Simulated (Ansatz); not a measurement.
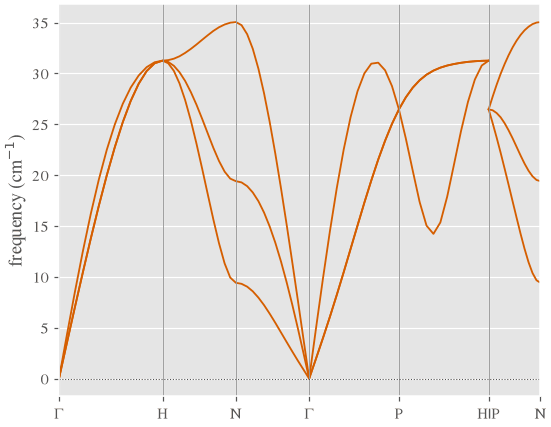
*Phonon dispersion of Cs (bcc (W type), Im-3m), r²SCAN (plane waves, PAW; program Ansatz); imaginary frequencies are drawn negative*

**Question.** Is this phase dynamically stable?

**Answer.** Yes, on this path no branch is imaginary.

**Question.** How high does the spectrum reach?

**Answer.** About 35 cm⁻¹ (1.1 THz).

Symmetry was held in the r²SCAN relaxation. As this level gives no gap, phonon frequencies hold no LO–TO term and depend on the k-mesh and smearing (Fermi–Dirac, 0.1 eV here). Scalar-relativistic: spin–orbit coupling is off unless named, which matters more the heavier the elements.

Potentials: the later of the program's two PAW sets.
